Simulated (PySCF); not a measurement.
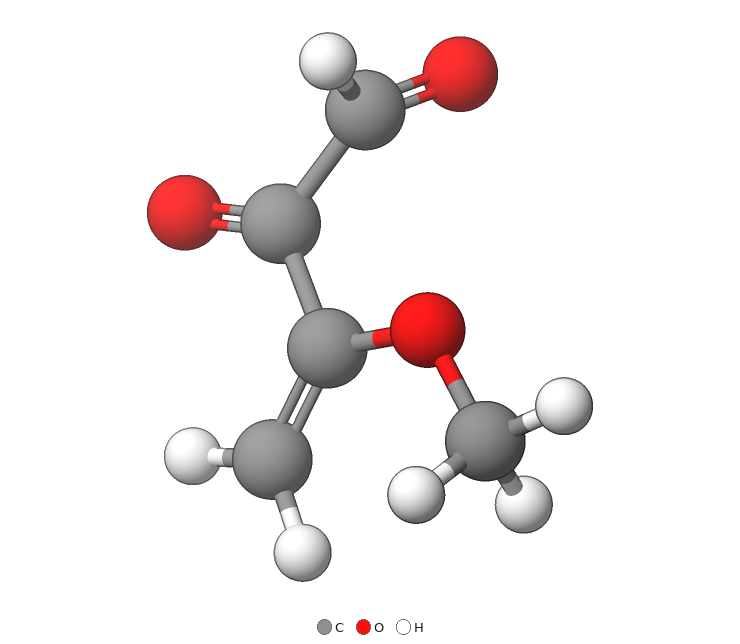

A ball-and-stick model of a molecule. Double and triple bonds are drawn as two and three sticks.

The computed structure is the end point of a GFN2-xTB optimisation. No frequency run is at hand to confirm it as a minimum.

Describe the molecule.

The molecule is C₅H₆O₃. As SMILES it reads `C=C(OC)C(=O)C=O`. It has no ring. Among its groups: ether, aldehyde, ketone, alkene. The point group is C1. Coordination: 4 C trigonal planar; 1 O bent; 1 C tetrahedral.

The parts below concern this one geometry. Atoms keep their numbers from picture to picture.

Quadrupole coupling

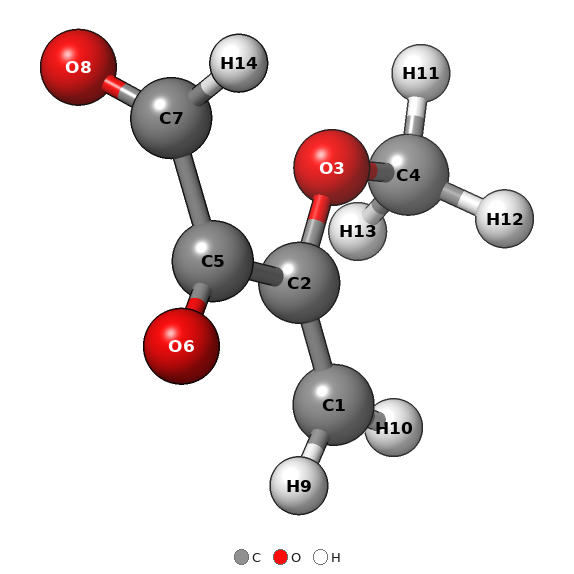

No frequency run is at hand to confirm it as a minimum. Electric field gradients from the ground-state density, PBE0/pcSseg-1 (PySCF 2.14.0), non-relativistic apart from any core potentials.

Give the largest field-gradient component, the quadrupole coupling constant and the asymmetry for 17O at O3 (Q = −25.6 mb), 17O at O6 (Q = −25.6 mb), 17O at O8 (Q = −25.6 mb), 2H at H9 (Q = 2.86 mb), 2H at H10 (Q = 2.86 mb).

```json
{"atom": "O3", "V_zz (a.u.)": "1.877", "e²qQ/h (MHz)": "−11.29", "η": "0.69"}
{"atom": "O6", "V_zz (a.u.)": "−1.962", "e²qQ/h (MHz)": "11.80", "η": "0.46"}
{"atom": "O8", "V_zz (a.u.)": "−2.125", "e²qQ/h (MHz)": "12.78", "η": "0.60"}
{"atom": "H9", "V_zz (a.u.)": "0.336", "e²qQ/h (MHz)": "0.225", "η": "0.06"}
{"atom": "H10", "V_zz (a.u.)": "0.343", "e²qQ/h (MHz)": "0.230", "η": "0.06"}
```

Excitation

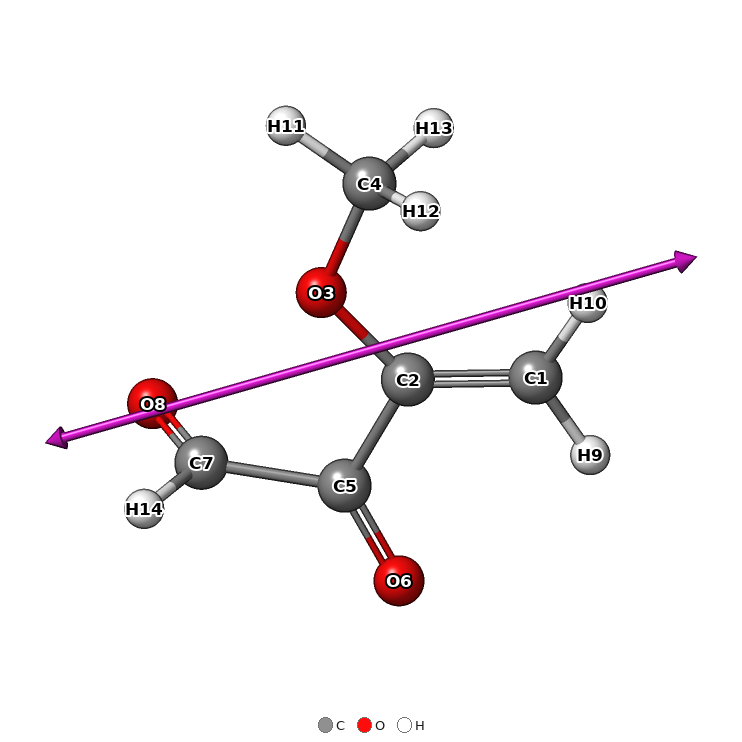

The double arrow shows the direction of the transition dipole to excited singlet state 3 (its length means nothing). No frequency run is at hand to confirm it as a minimum. Method: TDDFT PBE0/def2-SVPD, vertical, gas phase, core orbitals frozen in the response (PySCF 2.14.0).

**Where does the transition lie, and how strong is it?**

4.66 eV (266 nm), oscillator strength 0.087, mainly HOMO−1 → LUMO (weight 0.94); transition dipole 2.22 D.

Polarisability

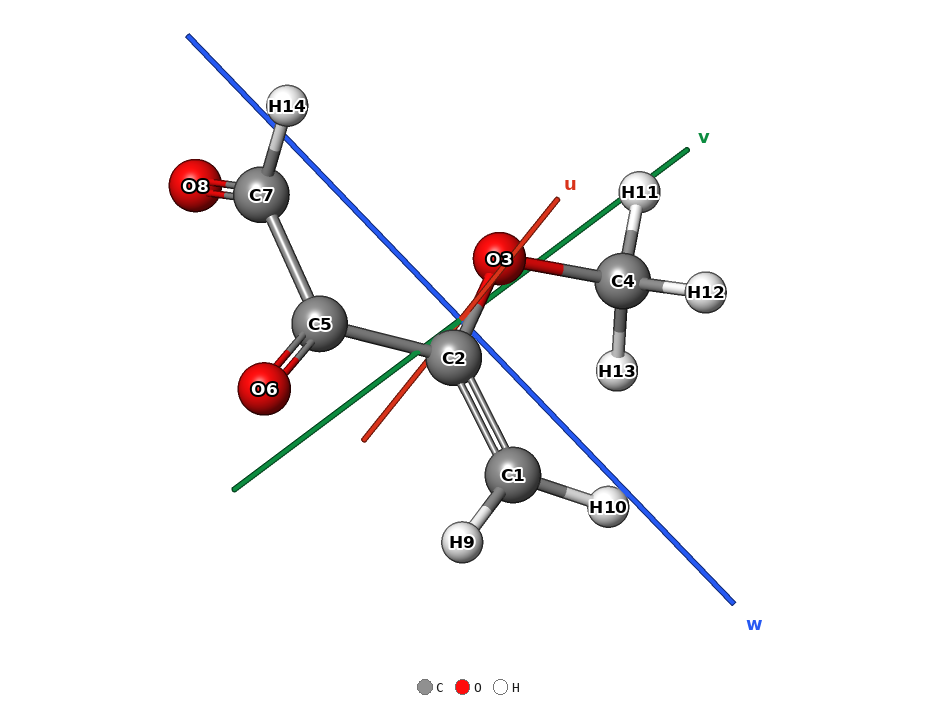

The lines u, v and w are the principal axes of the static dipole polarisability. No frequency run is at hand to confirm it as a minimum. Method: PBE0/def2-SVPD (PySCF 2.14.0).

**Along which axis is the molecule most polarisable, and along which least?**

Most along w, least along u.

**Give the three principal values.**

u 54.0, v 75.4, w 82.5 bohr³; mean 70.6, anisotropy 25.7 bohr³.
